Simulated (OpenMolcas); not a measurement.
**triplet Si2H4F2 at 5 levels**

We compute a comparison of 5 runs (UHF/6-31G*, U-revPBE/6-31G*, UPBE/6-31G*, UPBE0/6-31G*, ROMP2/6-31G*) of triplet Si2H4F2. 

Program for the calculation: OpenMolcas 26.06.

**1. The structure to begin with**

Si2H4F2: 8 atoms, total charge 0, spin state triplet. SMILES of the parent species: `F[SiH2][SiH2]F`. The coordinates come from a PBE0-D4/def2-TZVP relaxation. This is one conformer, not always the lowest. That shape belongs to the parent species and isn't relaxed for this state.

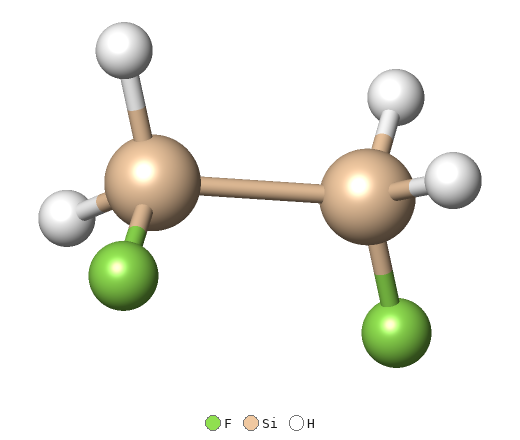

The structure, seen from a chosen angle (fluorine green, silicon light orange, hydrogen white).

**2. A single-point energy at UHF/6-31G(d) (spherical functions) (run 1)**

Input file run.inp:

```
>>> EXPORT MOLCAS_PRINT=2

&GATEWAY
  BasLib = $CurrDir
  Coord
  8
  angstrom
  F       -1.934800       1.205800      -0.274500
  Si      -0.357800       1.128100       0.012400
  Si       0.358600      -1.109600       0.044100
  F        0.281000      -1.742000      -1.428800
  H        0.340100       1.914200      -1.037000
  H       -0.099800       1.743700       1.341600
  H        1.774800      -1.164000       0.495400
  H       -0.477100      -1.941900       0.946800
  Basis = 6-31Gs
  Group = NoSym

&SEWARD

&SCF
  UHF
  Spin = 3
  Thresholds = 1e-10 1e-07 1e-07 1e-05
  PrOrbitals = 1 2
```

The basis set 6-31G* is read from a file made from the Basis Set Exchange's data (not shown).

Run with:

```console
$ export MOLCAS_MEM=1860
$ pymolcas run.inp > run.log
```

Standard output:

```text
--- Start Module: gateway ---
[...]
--- Stop Module: gateway /rc=_RC_ALL_IS_WELL_ ---
--- Start Module: seward ---
[...]
      Basis functions           72
--- Stop Module: seward /rc=_RC_ALL_IS_WELL_ ---
[...]
--- Start Module: scf ---
[...]
       Convergence after  35 Iterations
[...]
::    Total SCF energy                               -778.9092314147
[...]
      Total spin, S                                     1.0018896716
[...]
      Total electronic charge=   50.000000
      Total            charge=   -0.000000
[...]
      Dipole Moment (debye):
      Origin of the operator (angstrom)=   -0.3046   -0.0930   -0.2962
                   X=  1.7226E+00               Y=  5.7828E-01               Z=  1.8327E+00           Total=  2.5808E+00
      Quadrupole Moment (debye*angstrom):
[...]
--- Stop Module: scf /rc=_RC_ALL_IS_WELL_ ---
[...]
```

Run time: 5.4 s. Hardware: 1 thread of Intel Xeon 6975P-C (Granite Rapids), shared host; peak memory 0.42 GiB.

**3. The energy at U-revPBE/6-31G(d) (spherical functions) (run 2)**

Input file job.input:

```
* F2H4Si2 Kohn-Sham DFT

&GATEWAY
  BasLib = $CurrDir
  Coord
  8
  bohr
  F     -3.65624211     2.27863176    -0.51872982
  Si    -0.67614401     2.13180004     0.02343260
  Si     0.67765579    -2.09684011     0.08333692
  F      0.53101304    -3.29190291    -2.70004069
  H      0.64269585     3.61731375    -1.95964599
  H     -0.18859467     3.29511544     2.53525657
  H      3.35388593    -2.19964121     0.93617032
  H     -0.90158833    -3.66965916     1.78919269
  Basis = 6-31Gs
  Group = NoSym

&SEWARD
  GridInput
  Grid=UltraFine
  End of Grid

&SCF
  UHF
  Spin = 3
  KSDFT = revPBE
  Thresholds = 1e-10 1e-07 1e-07 1e-05
  PrOrbitals = 1 1
```

The basis set 6-31G* is read from a file made from the Basis Set Exchange's data (not shown).

Run with:

```console
$ export MOLCAS_MEM=1860
$ pymolcas job.input > job.log
```

Standard output:

```text
--- Start Module: gateway ---
[...]
--- Stop Module: gateway /rc=_RC_ALL_IS_WELL_ ---
--- Start Module: seward ---
[...]
      Basis functions           72
--- Stop Module: seward /rc=_RC_ALL_IS_WELL_ ---
[...]
--- Start Module: scf ---
[...]
       Convergence after  22 Iterations
[...]
::    Total KS-DFT energy                            -780.7350668368
[...]
      Total spin, S                                     1.0005883766
[...]
      Total electronic charge=   50.000000
      Total            charge=   -0.000000
[...]
      Dipole Moment (debye):
      Origin of the operator (angstrom)=   -0.3046   -0.0930   -0.2962
                   X=  1.1839E+00               Y=  3.9718E-01               Z=  1.2595E+00           Total=  1.7736E+00
      Quadrupole Moment (debye*angstrom):
[...]
--- Stop Module: scf /rc=_RC_ALL_IS_WELL_ ---
[...]
```

It took 24 s on 1 thread of Intel Xeon 6975P-C (Granite Rapids), shared host; peak memory 0.42 GiB.

Run 3 isn't shown in full; the table further down has it.

**4. A single-point energy at UPBE0/6-31G(d) (spherical functions) (run 4)**

Input file input.xyz:

```xyz
8

F     -1.934800     1.205800    -0.274500
Si    -0.357800     1.128100     0.012400
Si     0.358600    -1.109600     0.044100
F      0.281000    -1.742000    -1.428800
H      0.340100     1.914200    -1.037000
H     -0.099800     1.743700     1.341600
H      1.774800    -1.164000     0.495400
H     -0.477100    -1.941900     0.946800
```

Input file test.inp:

```
>>> EXPORT MOLCAS_PRINT=2

&gateway
  baslib
  $CurrDir
  coord
  input.xyz
  basis
  6-31Gs
  group
  NoSym

&seward
  gridinput
  Grid=UltraFine
  End of Grid

&scf
  uhf
  spin
  3
  ksdft
  PBE0
  thresholds
  1e-10 1e-07 1e-07 1e-05
  prorbitals
  1 2
```

The basis set 6-31G* is read from a file made from the Basis Set Exchange's data (not shown).

Run with:

```console
$ export MOLCAS_MEM=1860
$ pymolcas test.inp > test.log
```

Standard output:

```text
--- Start Module: gateway ---
[...]
--- Stop Module: gateway /rc=_RC_ALL_IS_WELL_ ---
--- Start Module: seward ---
[...]
      Basis functions           72
--- Stop Module: seward /rc=_RC_ALL_IS_WELL_ ---
[...]
--- Start Module: scf ---
[...]
       Convergence after  21 Iterations
[...]
::    Total KS-DFT energy                            -780.4834044692
[...]
      Total spin, S                                     1.0007526248
[...]
      Total electronic charge=   50.000000
      Total            charge=   -0.000000
[...]
      Dipole Moment (debye):
      Origin of the operator (angstrom)=   -0.3046   -0.0930   -0.2962
                   X=  1.4240E+00               Y=  4.7778E-01               Z=  1.5149E+00           Total=  2.1333E+00
      Quadrupole Moment (debye*angstrom):
[...]
--- Stop Module: scf /rc=_RC_ALL_IS_WELL_ ---
[...]
```

Wall time 23 s (1 thread of Intel Xeon 6975P-C (Granite Rapids), shared host); peak memory 0.42 GiB.

**5. A single-point energy at ROMP2/6-31G(d) (spherical functions) (run 5)**

Input file mol.input:

```
* F2H4Si2 ROMP2

&GATEWAY
 BasLib
 $CurrDir
 Coord
 8
 angstrom
 F       -1.934800       1.205800      -0.274500
 Si      -0.357800       1.128100       0.012400
 Si       0.358600      -1.109600       0.044100
 F        0.281000      -1.742000      -1.428800
 H        0.340100       1.914200      -1.037000
 H       -0.099800       1.743700       1.341600
 H        1.774800      -1.164000       0.495400
 H       -0.477100      -1.941900       0.946800
 Basis
 6-31Gs
 Group
 NoSym

&SEWARD

&SCF
 UHF
 Spin
 3
 Thresholds
 1e-10 1e-07 1e-07 1e-05
 PrOrbitals
 1 2

&RASSCF
 FileOrb
 $Project.UnaOrb
 Spin
 3
 Nactel
 2 0 0
 Inactive
 24
 Ras2
 2
 OutOrbitals
 Canonical
 OrbListing
 Nothing

&CASPT2
 IPEA
 0.0
 Frozen
 12
```

The basis set 6-31G* is read from a file made from the Basis Set Exchange's data (not shown).

Run with:

```console
$ export MOLCAS_MEM=1860
$ pymolcas mol.input > mol.log
```

Standard output:

```text
--- Start Module: gateway ---
[...]
--- Stop Module: gateway /rc=_RC_ALL_IS_WELL_ ---
[...]
      Basis functions           72
[...]
       Convergence after  35 Iterations
[...]
::    Total SCF energy                               -778.9092314147
[...]
      Total spin, S                                     1.0018896716
[...]
--- Start Module: rasscf ---
[...]
      Number of active orbitals                  2
[...]
      Spin quantum number                      1.0
[...]
      Active orbitals                            2
[...]
      Number of CSFs                             1
[...]
      Number of root(s) required                 1
[...]
      Convergence after 10 iterations
[...]
      printout of CI-coefficients larger than  0.05 for root  1
      energy=    -778.907346
      conf/sym  11     Coeff  Weight
             1  uu   1.00000 1.00000
      Natural orbitals and occupation numbers for root  1
      sym 1:   1.000000   1.000000
      ************************************************************************************************************************
      *                                                    Final results                                                     *
[...]
::    RASSCF root number  1 Total energy:   -778.90734643
[...]
      Total electronic charge=   50.000000
      Total            charge=   -0.000000
[...]
      Dipole Moment (debye):
      Origin of the operator (angstrom)=   -0.3046   -0.0930   -0.2962
                   X=  1.7107E+00               Y=  5.7423E-01               Z=  1.8200E+00           Total=  2.5629E+00
      Quadrupole Moment (debye*angstrom):
[...]
--- Stop Module: rasscf /rc=_RC_ALL_IS_WELL_ ---
[...]
--- Start Module: caspt2 ---
[...]
 ###    WARNING: User changed nr of frozen orbitals.                         ###
 ###############################################################################
[...]
      E2 (Variational):          -0.5106858690
      Total energy:            -779.4180323022
[...]
      Reference weight:           0.86162
[...]
::    CASPT2 Root  1     Total energy:   -779.41803230
[...]
--- Stop Module: caspt2 /rc=_RC_ALL_IS_WELL_ ---
[...]
```

It took 7.5 s on 1 thread of Intel Xeon 6975P-C (Granite Rapids), shared host; peak memory 0.42 GiB.

**6. All runs side by side**

| run | level | integration grid | frozen core orbitals | energy (Eh) | dipole moment (D) | HOMO energy (eV) | ⟨S²⟩ | wall time |
| --- | --- | --- | --- | --- | --- | --- | --- | --- |
| 1 | UHF/6-31G* (spherical functions) | – | – | -778.909231 | 2.58 | -4.60 | 2.006 | 5.4 s |
| 2 | U-revPBE/6-31G* (spherical functions) | UltraFine | – | -780.735067 | 1.77 | -2.21 | 2.002 | 24 s |
| 3 | UPBE/6-31G* (spherical functions) | UltraFine | – | -780.431005 | 1.82 | -2.26 | 2.002 | 24 s |
| 4 | UPBE0/6-31G* (spherical functions) | UltraFine | – | -780.483404 | 2.13 | -3.03 | 2.002 | 23 s |
| 5 | ROMP2/6-31G* (spherical functions) | – | 12 | -779.418032 | – | – | – | 7.5 s |

**7. Summary of results**

```
           quantity          value
run 5: total energy  -779.41803 Eh
```

Over runs 1, 2, 3, 4 the dipole moment (its size) runs from 1.77 D (U-revPBE/6-31G*) to 2.58 D (UHF/6-31G*). Totals of different functionals can't be ranked against each other. All runs together took 85 s, the longest 24 s.
